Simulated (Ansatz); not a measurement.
**CH9AlOSi: nudged elastic band (part 1 of 2)**

CH9AlOSi, computed with UKS CAM-B3LYP/6-31G (Ansatz 0.2.0).

The run did not end well. One setting was made poor on purpose. It belongs to a series of runs on one base structure; here: band between the two ends.

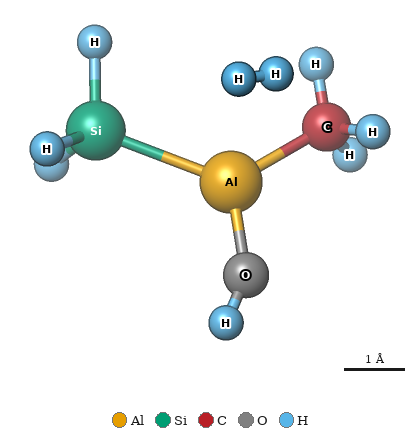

**Figure 1.** The starting structure (ball-and-stick view, seen on its broad side). Sticks mark near contacts.

## Input file
```yaml
crystal:
  periodic: [false, false, false]
  atoms:
    - { symbol: Al, position_ang: [-0.233549, 0.58831, -0.251028] }
    - { symbol: Si, position_ang: [1.534707, 0.510241, 1.450505] }
    - { symbol: C, position_ang: [-0.22415, -0.391801, -1.945273] }
    - { symbol: O, position_ang: [-1.583037, 1.611838, -0.009915] }
    - { symbol: H, position_ang: [-1.26727, -2.111306, 1.16141] }
    - { symbol: H, position_ang: [-1.293375, -2.18747, 0.419622] }
    - { symbol: H, position_ang: [2.447921, 1.704424, 1.382941] }
    - { symbol: H, position_ang: [0.985273, 0.473142, 2.850355] }
    - { symbol: H, position_ang: [2.408973, -0.702878, 1.295767] }
    - { symbol: H, position_ang: [-1.200678, -0.858954, -2.117425] }
    - { symbol: H, position_ang: [-0.052162, 0.298748, -2.780437] }
    - { symbol: H, position_ang: [0.54596, -1.16852, -1.984461] }
    - { symbol: H, position_ang: [-2.068613, 2.234226, 0.527941] }
magnetization:
  spin_polarized: true
basis:
  gaussian: { orbitals: "6-31G" }
hamiltonian:
  xc: cam_b3lyp
neb:
  order_check: false
  images: 7
  f_tol: 0.05
  max_iterations: 31
  max_displacement: 0.5
  optimiser: fire
  final_atoms:
    - { symbol: Al, position_ang: [-1.31811464, -0.30857245, -0.4222258] }
    - { symbol: Si, position_ang: [1.54456013, 0.21373225, 1.70962676] }
    - { symbol: C, position_ang: [-0.44524903, -0.54357516, -2.1539408] }
    - { symbol: O, position_ang: [-1.324619, 1.27706111, 0.25021318] }
    - { symbol: H, position_ang: [0.8185591, -0.75547618, 0.81619836] }
    - { symbol: H, position_ang: [-2.12302721, -1.45513159, 0.35550016] }
    - { symbol: H, position_ang: [1.95853956, 1.40183079, 0.91073797] }
    - { symbol: H, position_ang: [0.63841478, 0.61225082, 2.82749274] }
    - { symbol: H, position_ang: [2.74769259, -0.48580971, 2.26032294] }
    - { symbol: H, position_ang: [-1.15851542, -0.39152197, -2.97319265] }
    - { symbol: H, position_ang: [0.36321669, 0.18130689, -2.28809573] }
    - { symbol: H, position_ang: [-0.03081158, -1.55122811, -2.26314354] }
    - { symbol: H, position_ang: [-1.67064598, 1.8051333, 0.9705084] }
  initial_path:
    images:
      - { positions_ang: [[-0.233549, 0.58831, -0.251028], [1.534707, 0.510241, 1.450505], [-0.22415, -0.391801, -1.945273], [-1.583037, 1.611838, -0.009915], [-1.26727, -2.111306, 1.16141], [-1.293375, -2.18747, 0.419622], [2.447921, 1.704424, 1.382941], [0.985273, 0.473142, 2.850355], [2.408973, -0.702878, 1.295767], [-1.200678, -0.858954, -2.117425], [-0.052162, 0.298748, -2.780437], [0.54596, -1.16852, -1.984461], [-2.068613, 2.234226, 0.527941]] }
      - { positions_ang: [[-0.31992401, 0.50843345, -0.2643002], [1.49657758, 0.42294233, 1.47813852], [-0.24933978, -0.4030623, -1.99268308], [-1.61861468, 1.55024139, 0.02031833], [-0.99453418, -1.77246687, 1.13332251], [-1.20869123, -1.97114147, 0.52966077], [2.4284427, 1.59105843, 1.3982745], [0.97949431, 0.42027962, 2.88227089], [2.36674676, -0.78866808, 1.36523784], [-1.19685037, -0.89634384, -2.21130329], [-0.08037574, 0.31778451, -2.79846041], [0.54588584, -1.1500278, -2.03309813], [-2.14881717, 2.17097062, 0.49262375]] }
      - { positions_ang: [[-0.40629902, 0.42855691, -0.27757239], [1.45844816, 0.33564365, 1.50577204], [-0.27452956, -0.41432361, -2.04009316], [-1.65419236, 1.48864479, 0.05055166], [-0.72179837, -1.43362773, 1.10523502], [-1.12400746, -1.75481293, 0.63969955], [2.40896439, 1.47769287, 1.413608], [0.97371561, 0.36741724, 2.91418678], [2.32452051, -0.87445816, 1.43470867], [-1.19302274, -0.93373369, -2.30518157], [-0.10858949, 0.33682101, -2.81648382], [0.54581167, -1.1315356, -2.08173527], [-2.22902134, 2.10771524, 0.4573065]] }
      - { positions_ang: [[-0.49267404, 0.34868036, -0.29084459], [1.42031873, 0.24834498, 1.53340556], [-0.29971935, -0.42558491, -2.08750324], [-1.68977004, 1.42704818, 0.08078499], [-0.44906255, -1.0947886, 1.07714753], [-1.03932369, -1.5384844, 0.74973832], [2.38948609, 1.3643273, 1.42894149], [0.96793692, 0.31455486, 2.94610267], [2.28229427, -0.96024824, 1.50417951], [-1.18919511, -0.97112353, -2.39905986], [-0.13680323, 0.35585752, -2.83450723], [0.54573751, -1.11304339, -2.1303724], [-2.30922551, 2.04445987, 0.42198925]] }
      - { positions_ang: [[-0.57904905, 0.26880382, -0.30411679], [1.38218931, 0.1610463, 1.56103908], [-0.32490913, -0.43684621, -2.13491332], [-1.72534771, 1.36545157, 0.11101831], [-0.17632674, -0.75594947, 1.04906004], [-0.95463992, -1.32215586, 0.85977709], [2.37000779, 1.25096174, 1.44427499], [0.96215823, 0.26169248, 2.97801856], [2.24006802, -1.04603832, 1.57365035], [-1.18536748, -1.00851337, -2.49293815], [-0.16501698, 0.37489402, -2.85253064], [0.54566334, -1.09455119, -2.17900953], [-2.38942968, 1.98120449, 0.386672]] }
      - { positions_ang: [[-0.76381545, 0.12445975, -0.33364404], [1.42278201, 0.17421779, 1.598186], [-0.3549941, -0.46352845, -2.13967019], [-1.62516554, 1.34335396, 0.14581703], [0.07239472, -0.75583115, 0.99084462], [-1.24673674, -1.35539979, 0.73370786], [2.26714073, 1.288679, 1.31089073], [0.88122237, 0.34933207, 2.94038711], [2.36697417, -0.90598117, 1.7453185], [-1.17865447, -0.85426552, -2.61300177], [-0.03295856, 0.32649724, -2.71142191], [0.40154461, -1.20872042, -2.20004304], [-2.20973375, 1.93718669, 0.5326311]] }
      - { positions_ang: [[-0.94858184, -0.01988431, -0.36317129], [1.46337472, 0.18738928, 1.63533292], [-0.38507908, -0.49021069, -2.14442706], [-1.52498336, 1.32125634, 0.18061575], [0.32111618, -0.75571283, 0.9326292], [-1.53883357, -1.38864373, 0.60763862], [2.16427367, 1.32639626, 1.17750648], [0.8002865, 0.43697165, 2.90275565], [2.49388031, -0.76592401, 1.91698665], [-1.17194145, -0.70001767, -2.7330654], [0.09909986, 0.27810045, -2.57031318], [0.25742588, -1.32288965, -2.22107654], [-2.03003783, 1.89316889, 0.6785902]] }
      - { positions_ang: [[-1.13334824, -0.16422838, -0.39269855], [1.50396742, 0.20056076, 1.67247984], [-0.41516405, -0.51689292, -2.14918393], [-1.42480118, 1.29915873, 0.21541446], [0.56983764, -0.75559451, 0.87441378], [-1.83093039, -1.42188766, 0.48156939], [2.06140662, 1.36411353, 1.04412222], [0.71935064, 0.52461124, 2.86512419], [2.62078645, -0.62586686, 2.08865479], [-1.16522843, -0.54576982, -2.85312902], [0.23115827, 0.22970367, -2.42920445], [0.11330715, -1.43705888, -2.24211004], [-1.8503419, 1.8491511, 0.8245493]] }
      - { positions_ang: [[-1.31811464, -0.30857245, -0.4222258], [1.54456013, 0.21373225, 1.70962676], [-0.44524903, -0.54357516, -2.1539408], [-1.324619, 1.27706111, 0.25021318], [0.8185591, -0.75547618, 0.81619836], [-2.12302721, -1.45513159, 0.35550016], [1.95853956, 1.40183079, 0.91073797], [0.63841478, 0.61225082, 2.82749274], [2.74769259, -0.48580971, 2.26032294], [-1.15851542, -0.39152197, -2.97319265], [0.36321669, 0.18130689, -2.28809573], [-0.03081158, -1.55122811, -2.26314354], [-1.67064598, 1.8051333, 0.9705084]] }
```

Command:
```bash
ansatz run input.yaml --threads 2 --pin off --max-ram 3072MiB --backend cpu --events-out ev --progress --plain --runs-dir out
```

## Log
```
Engine: ansatz 0.2.0, x86_64-unknown-linux-gnu
Functional definition: CAM-B3LYP
  parameter alpha = 0.19
  parameter beta = 0.46
  parameter omega = 0.33/bohr
  parameter ac = 0.81
  exchange = (1 - alpha - beta)*b88_x + beta*b88_x_sr(omega) + alpha*exact_x + beta*exact_x_lr(omega)
  correlation = (1 - ac)*vwn5_c + ac*lyp_c
835 factors; integrals over basis functions are off by at most 1.8e-4 eV
388 factors; integrals over basis functions are off by at most 4.5e-7 eV
mean field evaluation 1: about -17694.3486 eV, gradient 4.3e1 eV
mean field evaluation 2: about -17687.3592 eV, gradient 6.1e1 eV
mean field evaluation 4: about -17701.6440 eV, gradient 2.2e0 eV
mean field evaluation 8: about -17701.6847 eV, gradient 4.4e-2 eV
mean field -17701.68472925 eV, -650.5249151670 hartree, gradient 2.9e-5 eV, S^2 0.000000; 0 other end points of the search recorded, 0 dependent functions left out
the calculation of the forces begins
reference -17701.68487543 eV, -650.5249205390 hartree; 25, 25 occupied and 37, 37 virtual orbitals, 835 factors
835 factors; integrals over basis functions are off by at most 1.7e-4 eV
388 factors; integrals over basis functions are off by at most 5.1e-7 eV
mean field evaluation 16: about -17694.5340 eV, gradient 4.3e1 eV
mean field -17701.68395029 eV, -650.5248865409 hartree, gradient 3.3e-5 eV, S^2 0.000000; 0 other end points of the search recorded, 0 dependent functions left out
[... from here on the field's lines of each further geometry are left out, up to the last ...]
NEB iter   1: max|band force component| = 6.495e0 eV/Å  barrier→ = 2.6379 eV  barrier← = 2.6372 eV  Δτ_max = 0.0946 Å  (244 SCF iters)
NEB iter   2: max|band force component| = 2.191e0 eV/Å  barrier→ = 2.0662 eV  barrier← = 2.0655 eV  Δτ_max = 0.0456 Å  (220 SCF iters)
NEB iter   3: max|band force component| = 3.296e0 eV/Å  barrier→ = 1.9231 eV  barrier← = 1.9223 eV  Δτ_max = 0.0154 Å  (211 SCF iters)
NEB iter   4: max|band force component| = 1.958e0 eV/Å  barrier→ = 1.8259 eV  barrier← = 1.8251 eV  Δτ_max = 0.0238 Å  (189 SCF iters)
NEB iter   5: max|band force component| = 1.332e0 eV/Å  barrier→ = 1.7486 eV  barrier← = 1.7478 eV  Δτ_max = 0.0187 Å  (195 SCF iters)
NEB iter   6: max|band force component| = 2.000e0 eV/Å  barrier→ = 1.7176 eV  barrier← = 1.7168 eV  Δτ_max = 0.0108 Å  (199 SCF iters)
NEB iter   7: max|band force component| = 1.173e0 eV/Å  barrier→ = 1.6559 eV  barrier← = 1.6551 eV  Δτ_max = 0.0146 Å  (185 SCF iters)
NEB iter   8: max|band force component| = 9.988e-1 eV/Å  barrier→ = 1.6139 eV  barrier← = 1.6131 eV  Δτ_max = 0.0125 Å  (196 SCF iters)
NEB iter   9: max|band force component| = 1.861e0 eV/Å  barrier→ = 1.5868 eV  barrier← = 1.5860 eV  Δτ_max = 0.0149 Å  (198 SCF iters)
NEB iter  10: max|band force component| = 1.679e0 eV/Å  barrier→ = 1.5205 eV  barrier← = 1.5197 eV  Δτ_max = 0.0162 Å  (184 SCF iters)
NEB iter  11: max|band force component| = 7.083e-1 eV/Å  barrier→ = 1.4665 eV  barrier← = 1.4657 eV  Δτ_max = 0.0183 Å  (196 SCF iters)
NEB iter  12: max|band force component| = 7.869e-1 eV/Å  barrier→ = 1.4536 eV  barrier← = 1.4529 eV  Δτ_max = 0.0205 Å  (202 SCF iters)
NEB iter  13: max|band force component| = 1.183e0 eV/Å  barrier→ = 1.4544 eV  barrier← = 1.4536 eV  Δτ_max = 0.0238 Å  (202 SCF iters)
NEB iter  14: max|band force component| = 5.372e-1 eV/Å  barrier→ = 1.4662 eV  barrier← = 1.4654 eV  Δτ_max = 0.0280 Å  (200 SCF iters)
NEB iter  15: max|band force component| = 1.017e0 eV/Å  barrier→ = 1.5029 eV  barrier← = 1.5021 eV  Δτ_max = 0.0097 Å  (198 SCF iters)
NEB iter  16: max|band force component| = 1.375e0 eV/Å  barrier→ = 1.5079 eV  barrier← = 1.5071 eV  CI = image 4  Δτ_max = 0.0157 Å  (180 SCF iters)
NEB iter  17: max|band force component| = 1.316e0 eV/Å  barrier→ = 1.5666 eV  barrier← = 1.5658 eV  CI = image 4  Δτ_max = 0.0118 Å  (191 SCF iters)
NEB iter  18: max|band force component| = 1.258e0 eV/Å  barrier→ = 1.6093 eV  barrier← = 1.6085 eV  CI = image 4  Δτ_max = 0.0233 Å  (168 SCF iters)
NEB iter  19: max|band force component| = 1.152e0 eV/Å  barrier→ = 1.6918 eV  barrier← = 1.6910 eV  CI = image 4  Δτ_max = 0.0103 Å  (176 SCF iters)
NEB iter  20: max|band force component| = 1.086e0 eV/Å  barrier→ = 1.7249 eV  barrier← = 1.7242 eV  CI = image 4  Δτ_max = 0.0200 Å  (174 SCF iters)
NEB iter  21: max|band force component| = 9.557e-1 eV/Å  barrier→ = 1.7862 eV  barrier← = 1.7854 eV  CI = image 4  Δτ_max = 0.0085 Å  (178 SCF iters)
NEB iter  22: max|band force component| = 8.943e-1 eV/Å  barrier→ = 1.8096 eV  barrier← = 1.8088 eV  CI = image 4  Δτ_max = 0.0165 Å  (163 SCF iters)
NEB iter  23: max|band force component| = 7.715e-1 eV/Å  barrier→ = 1.8516 eV  barrier← = 1.8508 eV  CI = image 4  Δτ_max = 0.0232 Å  (173 SCF iters)
NEB iter  24: max|band force component| = 5.889e-1 eV/Å  barrier→ = 1.9003 eV  barrier← = 1.8995 eV  CI = image 4  Δτ_max = 0.0279 Å  (173 SCF iters)
NEB iter  25: max|band force component| = 3.845e-1 eV/Å  barrier→ = 1.9413 eV  barrier← = 1.9405 eV  CI = image 4  Δτ_max = 0.0301 Å  (180 SCF iters)
NEB iter  26: max|band force component| = 4.321e-1 eV/Å  barrier→ = 1.9630 eV  barrier← = 1.9622 eV  CI = image 4  Δτ_max = 0.0289 Å  (179 SCF iters)
NEB iter  27: max|band force component| = 3.876e-1 eV/Å  barrier→ = 1.9592 eV  barrier← = 1.9584 eV  CI = image 4  Δτ_max = 0.0030 Å  (177 SCF iters)
NEB iter  28: max|band force component| = 3.408e-1 eV/Å  barrier→ = 1.9580 eV  barrier← = 1.9572 eV  CI = image 4  Δτ_max = 0.0058 Å  (160 SCF iters)
NEB iter  29: max|band force component| = 2.779e-1 eV/Å  barrier→ = 1.9560 eV  barrier← = 1.9552 eV  CI = image 4  Δτ_max = 0.0082 Å  (168 SCF iters)
NEB iter  30: max|band force component| = 2.739e-1 eV/Å  barrier→ = 1.9536 eV  barrier← = 1.9528 eV  CI = image 4  Δτ_max = 0.0099 Å  (168 SCF iters)
the calculation of the forces begins
reference -17701.50287569 eV, -650.5182321722 hartree; 25, 25 occupied and 37, 37 virtual orbitals, 835 factors
these checks for a lower state are left out or cut short: starts, cluster_reference, orbital_swaps, neighbouring_geometries, increment
835 factors; integrals over basis functions are off by at most 1.7e-4 eV
388 factors; integrals over basis functions are off by at most 5.0e-7 eV
mean field -17701.64673232 eV, -650.5235188057 hartree, gradient 4.9e-5 eV, S^2 0.000000; 0 other end points of the search recorded, 0 dependent functions left out
the calculation of the forces begins
reference -17701.64688167 eV, -650.5235242943 hartree; 25, 25 occupied and 37, 37 virtual orbitals, 835 factors
NEB iter  31: max|band force component| = 2.750e-1 eV/Å  barrier→ = 1.9511 eV  barrier← = 1.9503 eV  CI = image 4  Δτ_max = 0.0110 Å  (172 SCF iters)
```

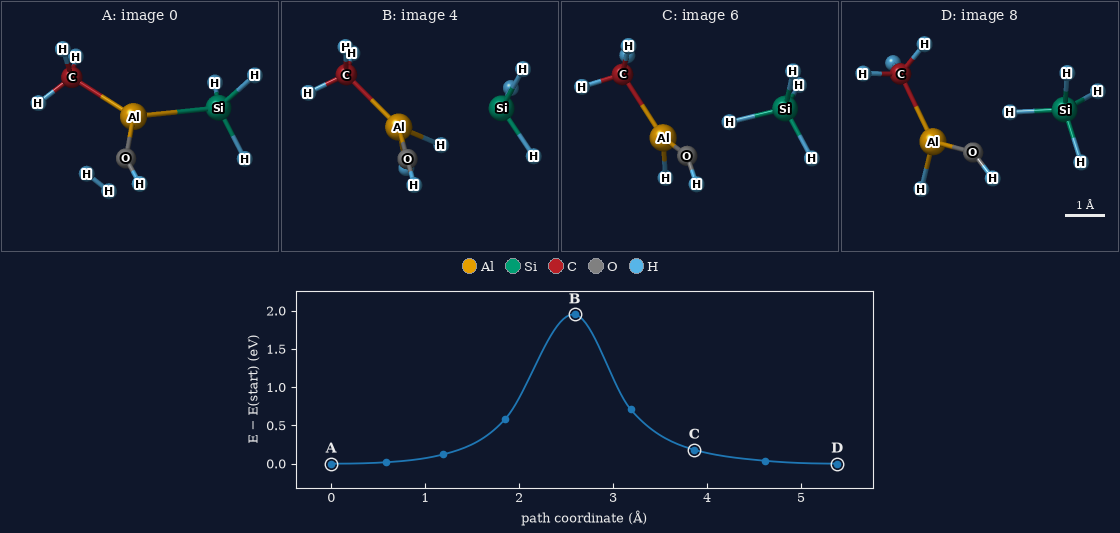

**Figure 2.** Images of the last band (counted from 0; ball-and-stick, seen at a tilt) above the energy along the path; the line is a cubic interpolation that uses the forces. The highest image is number 4, 1.951 eV above the start and 1.950 eV above the end (the climbing image); the end lies 0.001 eV above the start. The path is 5.39 Å long. The band had not converged after 31 iterations.
